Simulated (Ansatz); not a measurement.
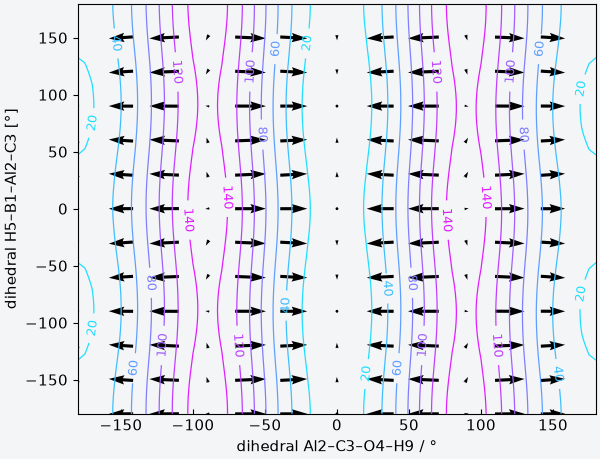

Energy landscape of CH₅AlBO, SMILES [BH2][AlH][CH+]O, charge +1. The first coordinate is: dihedral Al2–C3–O4–H9; the second: dihedral H5–B1–Al2–C3. Nothing is relaxed (all other coordinates rigid). The grid has 12 × 12 points. Points are written as (first, second). Energies: kJ/mol, counted from the lowest grid point. Method: RKS B3LYP-D4/def2-TZVP in Ansatz 0.2.0.

The picture shows contour lines labelled in kJ/mol, arrows along the force (downhill), their lengths compressed. Between grid points the surface is interpolated. 

What does the map say about the system?

The lowest grid point is at (0°, 90°); the map holds 2 wells of about this depth. There are further wells near (−180°, −90°) (16 kJ/mol above the lowest at that grid point); (−180°, 90°) (16 kJ/mol above the lowest at that grid point). The highest grid point, (90°, −180°), lies 152 kJ/mol above the lowest. On the interpolated surface the easiest way out of the lowest well to a well of about the same depth near (0°, −90°) passes a barrier of about 7.7 kJ/mol. Round the minimum the two coordinates are nearly uncoupled.

The values on the grid:

```tsv
dihedral H5–B1–Al2–C3 ↓, dihedral Al2–C3–O4–H9 →	−180	−150	−120	−90	−60	−30	0	30	60	90	120	150
150	22	45	105	149	105	36	6	35	104	150	106	46
120	18	41	101	145	101	32	2	31	100	146	102	42
90	16	40	100	143	98	30	0	30	98	143	100	40
60	18	42	102	146	100	31	2	32	101	145	101	41
30	22	46	106	150	104	35	6	36	105	149	105	45
0	24	48	108	152	107	38	8	38	107	152	108	48
−30	22	45	105	149	105	36	6	35	104	150	106	46
−60	18	41	101	145	101	32	2	31	100	146	102	42
−90	16	40	100	143	98	30	0	30	98	143	100	40
−120	18	42	102	146	100	31	2	32	100	145	101	41
−150	22	46	106	150	104	35	6	36	105	149	105	45
−180	24	48	108	152	107	38	8	38	107	152	108	48
```

Each point was launched as `ansatz run input.yaml --threads 1 --pin off --max-ram 2560MiB --backend cpu --events-out ev --progress --plain --runs-dir out`. The whole map (144 points run) took 8 min on 1 thread of Intel(R) Xeon(R) 6975P-C (Granite Rapids) (shared host).
